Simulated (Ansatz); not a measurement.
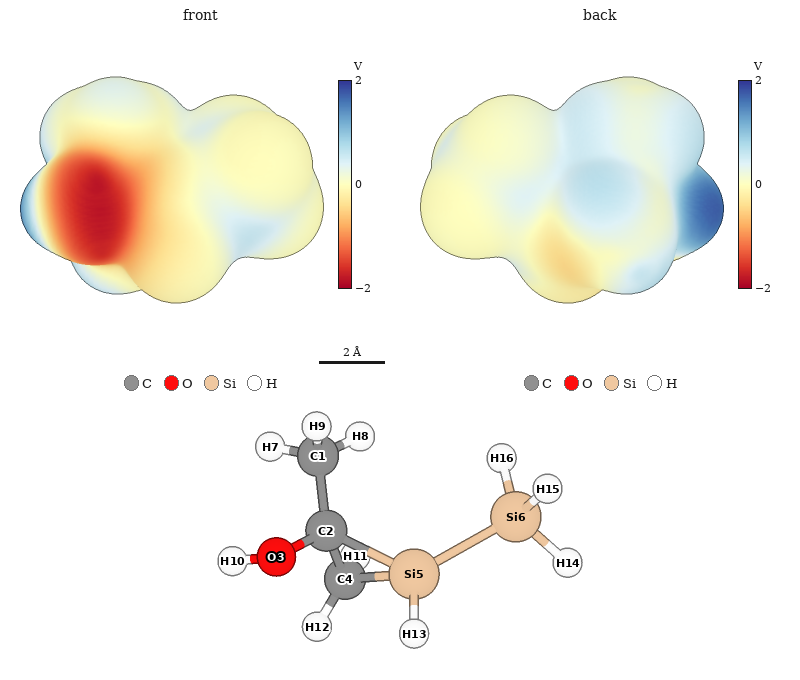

The picture shows: C$_{3}$H$_{10}$OSi$_{2}$ (SMILES CC1(O)C[SiH]1[SiH3]). The molecular electrostatic potential painted on the density surface at 0.001 e/bohr³, seen from the front and from behind; the colour scale runs from red (negative) to blue (positive). The bare structure is drawn below in the same view.

Theory: RKS PBE/6-31G in Ansatz.

```xyz
16

C     1.0147   -1.4381    0.5422
C     1.0916   -0.0101    0.0389
O     2.3115    0.6791    0.4242
C     0.5906    0.3009   -1.3808
Si   -0.4336    1.1986    0.0118
Si   -2.6080    0.4538    0.4920
H     1.7874   -2.0651    0.0508
H     0.0319   -1.8915    0.3266
H     1.1826   -1.4695    1.6307
H     3.0546    0.3262   -0.1366
H     0.1275   -0.5184   -1.9429
H     1.2262    0.9540   -1.9903
H    -0.0910    2.6543    0.1874
H    -3.6369    1.1035   -0.4125
H    -2.9976    0.7447    1.9272
H    -2.6745   -1.0452    0.2759
```

Which sites attract a positive test charge, and which a negative one?

A positive charge is drawn to the negative regions and a negative charge to the positive ones. The most negative region (about −1.8 V, or −42 kcal/mol for a unit charge) lies over O3, the most positive (about +1.7 V, or +39 kcal/mol for a unit charge) over H10. O3 is the likeliest acceptor of a hydrogen bond.
